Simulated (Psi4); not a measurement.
# M06-L/6-31G(d) (spherical functions) run of C2H5AlO (SMILES [CH3][Al]1[CH2][O]1)

Aim: the energy change on altering one bond length of C2H5AlO at M06-L/6-31G* (spherical functions), from 2 runs. 

Program for the calculation: Psi4 1.11.

1 further run of the same task is left out (set aside as unsound or not needed).

**1. The system as given**

C2H5AlO has 9 atoms, charge 0, and is taken as a singlet. As SMILES, `[CH3][Al]1[CH2][O]1`. Geometry: relaxed at PBE0-D4/def2-TZVP.

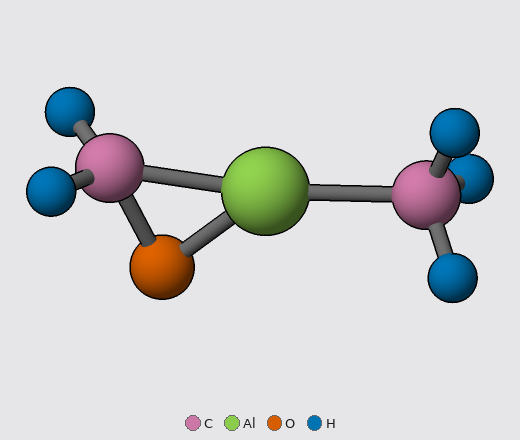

The structure, seen from a chosen angle (carbon pink, aluminium green, oxygen orange, hydrogen blue).

**2. Energy and forces at M06-L/6-31G(d) (spherical functions)**

File c2h5alo.dat:

```
memory 2200 MB

molecule mol {
  0 1
  C     -0.670900     1.320200    -1.081500
  Al     0.051300    -0.076700     0.044200
  C      0.678700    -1.280200     1.349300
  O      0.789300    -1.609500    -0.097900
  H      0.039700     1.575000    -1.872100
  H     -0.900200     2.226000    -0.517500
  H     -1.591200     0.976800    -1.562100
  H      0.038500    -1.980500     1.887700
  H      1.653200    -1.197400     1.832800
  symmetry c1
  no_reorient
  no_com
}

set {
  basis                6-31G*
  reference            rks
  puream               true
  e_convergence        1e-09
  d_convergence        1e-08
  scf_type             pk
  dft_radial_points    99
  dft_spherical_points 590
}

E, wfn = gradient("m06-l", return_wfn=True)
oeprop(wfn, "MULLIKEN_CHARGES", "QUADRUPOLE", "DIPOLE")
```

Command:

```console
$ psi4 -n 1 c2h5alo.dat c2h5alo.out
```

c2h5alo.out:

```text
[...]
  Running in c1 symmetry.
[...]
  Nuclear repulsion =  145.500629802387095
[...]
  Multiplicity = 1
[...]
  Nalpha       = 19
  Nbeta        = 19
[...]
    Number of basis functions: 70
[...]
   @RKS iter   1:  -396.27947164699589   -2.11351e-01   1.44339e-02 DIIS/ADIIS
[...]
   @RKS iter  13:  -396.80000337694827   -2.67164e-12   2.66478e-09 DIIS
[...]
    Orbital Energies [Eh]
    ---------------------
    Doubly Occupied:
       1A    -55.749040     2A    -18.937062     3A    -10.064275
       4A    -10.053313     5A     -4.093410     6A     -2.604647
       7A     -2.598722     8A     -2.595759     9A     -0.922883
      10A     -0.668684    11A     -0.576705    12A     -0.385105
      13A     -0.384192    14A     -0.378787    15A     -0.372379
      16A     -0.341837    17A     -0.289563    18A     -0.216982
      19A     -0.180613
[...]
  @RKS Final Energy:  -396.80000337694827
   => Energetics <=
    Nuclear Repulsion Energy =            145.5006298023870954
    One-Electron Energy =                -836.0780220134427054
    Two-Electron Energy =                 333.8014623909409124
    DFT Exchange-Correlation Energy =     -40.0240735568335140
    Empirical Dispersion Energy =           0.0000000000000000
    VV10 Nonlocal Energy =                  0.0000000000000000
    Total Energy =                       -396.8000033769482684
[...]
  -Total Gradient:
     Atom            X                  Y                   Z
    ------   -----------------  -----------------  -----------------
       1       -0.001319484625     0.002702503616    -0.001210358498
       2        0.003688630293    -0.007840703336    -0.001612836229
       3        0.001698826843    -0.003529884801    -0.000213053807
       4       -0.004045798209     0.008560146652     0.003295766741
       5       -0.000186896191    -0.001093639456     0.001516927200
       6        0.000538147965    -0.001581366371    -0.000097178105
       7        0.001275903267    -0.000502483865     0.001176740098
       8        0.001105745626     0.002822965851    -0.001561495103
       9       -0.002941289275     0.000828525164    -0.001409241188
[...]
 Multipole Moments:
 ------------------------------------------------------------------------------------
     Multipole            Electronic (a.u.)      Nuclear  (a.u.)        Total (a.u.)
 ------------------------------------------------------------------------------------
 L = 1.  Multiply by 2.5417464519 to convert [e a0] to [Debye]
 Dipole X            :        -12.3888094           11.8449923           -0.5438170
 Dipole Y            :         23.8489706          -22.7394524            1.1095181
 Dipole Z            :         -2.3060200            2.2053104           -0.1007096
 Magnitude           :                                                    1.2397217
 L = 2.  Multiply by 1.3450342976 to convert [e a0^2] to [Debye ang]
 Quadrupole XX       :        -80.7783089           59.1404652          -21.6378437
 Quadrupole XY       :         96.4319441          -93.8944873            2.5374568
[...]
  Mulliken Charges: (a.u.)
   Center  Symbol    Alpha    Beta     Spin     Total
       1     C     3.42159  3.42159  0.00000 -0.84318
       2    AL     6.12785  6.12785  0.00000  0.74429
       3     C     3.11308  3.11308  0.00000 -0.22616
       4     O     4.30897  4.30897  0.00000 -0.61795
       5     H     0.39429  0.39429  0.00000  0.21142
       6     H     0.39471  0.39471  0.00000  0.21057
       7     H     0.39503  0.39503  0.00000  0.20994
       8     H     0.42224  0.42224  0.00000  0.15553
       9     H     0.42223  0.42223  0.00000  0.15553
   Total alpha = 19.00000, Total beta = 19.00000, Total charge =  0.00000
[...]
```

Wall time 62 s (1 thread of AMD EPYC 7R43 (Zen 3), shared host); peak memory 1.3 GiB.

**3. The distorted shape at the same level**

File job.json:

```json
{
 "schema_name": "qcschema_input",
 "schema_version": 1,
 "molecule": {
  "schema_name": "qcschema_molecule",
  "schema_version": 2,
  "symbols": ["C", "Al", "C", "O", "H", "H", "H", "H", "H"],
  "geometry": [-1.05115827, 1.6389538, -2.57664535, 0.31360194, -1.00080462, -0.44938065, 1.49921611, -3.27509002, 2.01690091, 1.70821982, -3.89737683, -0.71791073, 0.29168112, 2.12045602, -4.07066282, -1.70113146, 4.20653035, -0.97793327, -2.79027322, 0.99002185, -3.48484773, 0.28941345, -4.59846522, 3.03432946, 3.34075422, -3.11862069, 2.93058349],
  "molecular_charge": 0,
  "molecular_multiplicity": 1,
  "fix_symmetry": "c1",
  "fix_com": true,
  "fix_orientation": true
 },
 "driver": "gradient",
 "model": {
  "method": "m06-l",
  "basis": "6-31G*"
 },
 "keywords": {
  "reference": "rks",
  "puream": true,
  "e_convergence": 1e-09,
  "d_convergence": 1e-08,
  "scf_type": "pk",
  "dft_radial_points": 99,
  "dft_spherical_points": 590,
  "scf_properties": ["LOWDIN_CHARGES", "WIBERG_LOWDIN_INDICES", "MAYER_INDICES"]
 }
}
```

Command:

```console
$ psi4 --qcschema job.json -n 1 --memory 2200MB
```

stdout, shortened:

```text
[...]
  Running in c1 symmetry.
[...]
  Nuclear repulsion =  143.873077733336231
[...]
  Multiplicity = 1
[...]
  Nalpha       = 19
  Nbeta        = 19
[...]
    Number of basis functions: 70
[...]
   @RKS iter   1:  -396.15368912831349   -2.36183e-01   1.47096e-02 DIIS/ADIIS
[...]
   @RKS iter  13:  -396.72348496415270   -9.83391e-12   5.52928e-09 DIIS
[...]
  @RKS Final Energy:  -396.72348496415270
   => Energetics <=
    Nuclear Repulsion Energy =            143.8730777333362312
    One-Electron Energy =                -832.7315995517194551
    Two-Electron Energy =                 332.0237423480343182
    DFT Exchange-Correlation Energy =     -39.8887054938037764
    Empirical Dispersion Energy =           0.0000000000000000
    VV10 Nonlocal Energy =                  0.0000000000000000
    Total Energy =                       -396.7234849641527035
[...]
 Multipole Moments:
 ------------------------------------------------------------------------------------
     Multipole            Electronic (a.u.)      Nuclear  (a.u.)        Total (a.u.)
 ------------------------------------------------------------------------------------
 L = 1.  Multiply by 2.5417464519 to convert [e a0] to [Debye]
 Dipole X            :        -20.3615787           19.8613749           -0.5002037
 Dipole Y            :         55.3639294          -54.4063697            0.9575597
 Dipole Z            :         17.3424544          -17.5122318           -0.1697774
 Magnitude           :                                                    1.0935944
[...]
  -Total Gradient:
     Atom            X                  Y                   Z
    ------   -----------------  -----------------  -----------------
       1        0.012431804294    -0.054154603903    -0.040385441662
       2        0.003890799646    -0.010981991064    -0.007398768448
       3        0.002419145145    -0.004727468202    -0.001028507772
       4       -0.004120239969     0.008880588360     0.005562551772
       5        0.001013308222    -0.009698134165    -0.001102232872
       6       -0.018777698508     0.075473687375     0.048905785313
       7        0.004950467452    -0.008254646411    -0.001955992008
       8        0.000997983657     0.002910522215    -0.001411653400
       9       -0.002947695487     0.000947406432    -0.001249307217
[...]
```

Run time: 80 s. Hardware: 1 thread of AMD EPYC 7R43 (Zen 3), shared host; peak memory 1.3 GiB.

**4. What came out**

At M06-L/6-31G* (spherical functions):

| quantity | value |
| --- | --- |
| first shape: total energy | -396.80000 Eh |
| first shape: dipole moment | 3.15 D |
| first shape: HOMO energy | -4.91 eV |
| first shape: LUMO energy | -0.71 eV |
| first shape: HOMO–LUMO gap | 4.20 eV |
| first shape: largest force on an atom | 0.516 eV/Å |
| distorted shape: total energy | -396.72348 Eh |
| distorted shape: dipole moment | 2.78 D |
| distorted shape: HOMO energy | -4.96 eV |
| distorted shape: LUMO energy | -1.55 eV |
| distorted shape: HOMO–LUMO gap | 3.41 eV |
| distorted shape: largest force on an atom | 4.724 eV/Å |
| energy change with the C1–H6 bond stretched from 1.091 to 1.637 Å | 2.082 eV |

What this shows: With the C1–H6 bond stretched from 1.091 to 1.637 Å the energy rises by 2.08 eV (201 kJ/mol). The first shape isn't relaxed at this level, so the change isn't measured from a minimum. The largest force (first shape) is 0.52 eV/Å: the shape isn't a stationary point for this species at this level.
